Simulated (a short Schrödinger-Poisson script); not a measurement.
Structure: symmetric double-gate stack, SiO2 on p-type Si(110), at 300 K.

```
layer  material  thickness (nm)  Na (cm⁻³)
-----  --------  --------------  ---------
1          SiO2             2.5          -
2            Si               4       4e17
3          SiO2             2.5          -
```

Constants are typed, rounded textbook-type inputs, not results; the design itself was drawn at random and stands for no fabricated device. SiO2: permittivity 3.9, conduction-band edge (eV) 3.15, gap (eV) 9, electron mass (mₑ) 0.5. Si: permittivity 11.7, conduction-band edge (eV) 0, gap (eV) 1.124, Nv at 300 K (cm⁻³) 3.1e19.

Channel valleys (confinement mass, in-plane density-of-states mass, number): Δ4 0.315, 0.324, 4; Δ2 0.19, 0.417, 2. At the gates, both at one voltage, the conduction-band edge of layer 1 lies 3.7 eV − eVg above the Fermi level of the channel. Gaps are held at their typed values at every temperature. Mesh 0.03 nm at interfaces.

Solved with a short Schrödinger-Poisson script written for these runs: 1D Poisson equation in equilibrium, electrons quantum, Hartree (BenDaniel-Duke, 12 states a valley, the channel's in-plane mass for all, wave functions ending at the dielectric), parabolic valleys, classical holes, full ionisation, no traps, pinning or gate leakage.

Only gate voltages with over 1e8 electrons/cm² are shown.

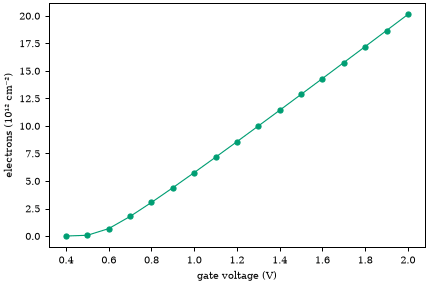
Fig. 1. Sheet density against gate voltage

```csv
Vg (V),electrons (cm⁻²),C (μF/cm²),Δ4 E0 (meV),Δ4 E1 (meV),Δ2 E0 (meV),Δ2 E1 (meV)
0.4,1.73e9,0.0109,235.1,458.6,284.2,654.9
0.5,6.92e10,0.368,139.6,363.0,188.7,559.3
0.6,6.75e11,1.51,80.2,302.5,129.3,498.8
0.7,1.78e12,1.95,54.3,274.4,103.4,470.7
0.8,3.05e12,2.10,39.4,257.0,88.5,453.3
0.9,4.39e12,2.18,28.9,244.0,78.0,440.4
1,5.76e12,2.22,20.8,233.3,69.9,429.7
1.1,7.16e12,2.25,14.1,224.0,63.3,420.4
1.2,8.57e12,2.27,8.3,215.6,57.5,412.0
1.3,9.99e12,2.29,3.1,207.9,52.5,404.4
1.4,1.14e13,2.30,-1.5,200.7,47.9,397.3
1.5,1.29e13,2.31,-5.7,193.9,43.8,390.5
1.6,1.43e13,2.32,-9.6,187.4,40.0,384.1
1.7,1.58e13,2.32,-13.3,181.2,36.4,378.0
1.8,1.72e13,2.33,-16.8,175.3,33.0,372.2
1.9,1.87e13,2.34,-20.1,169.5,29.9,366.5
2,2.01e13,2.34,-23.3,163.9,26.9,361.0
```

Subbands count from the Fermi level. The capacitance is that of both gates.
